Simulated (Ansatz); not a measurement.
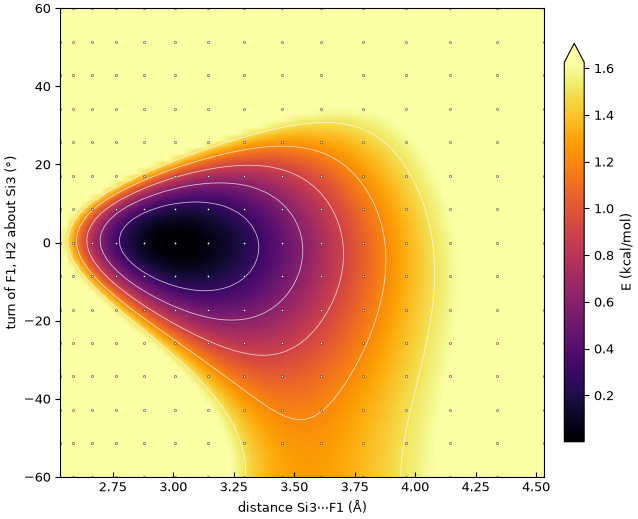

The pair FH···ClH₃Si. 
- The turn is about an axis along (0.99, −0.11, −0.00) in the frame of the relaxed pair, normal to the line between the partners.
- First axis: distance Si3···F1. Second axis: turn of F1, H2 about Si3.
- The scan uses a 15 × 15 grid.
- Points are written as (first, second).
- Energies are in kcal/mol, from the lowest grid point.
- All numbers below come from Ansatz, RKS PBE-D4/def2-SVPD.

The picture shows a smooth colour map with a few white contour lines, dots at the grid points, one colour for all values above the top of the scale. Between grid points the surface is interpolated.

> Where is the minimum, and how stiff is the well along each coordinate?

The interpolated minimum is at distance Si3···F1 ≈ 3.016 Å, turn of F1, H2 about Si3 ≈ 0.0°. The curvatures there are about 0.33 eV/Å² and 0.77 eV/rad², with a cross term of about 0.04 eV/(Å·rad). Round the minimum the two coordinates are weakly coupled (coupling 0.08 in units of the two stiffnesses). (1 eV is 23.1 kcal/mol.)
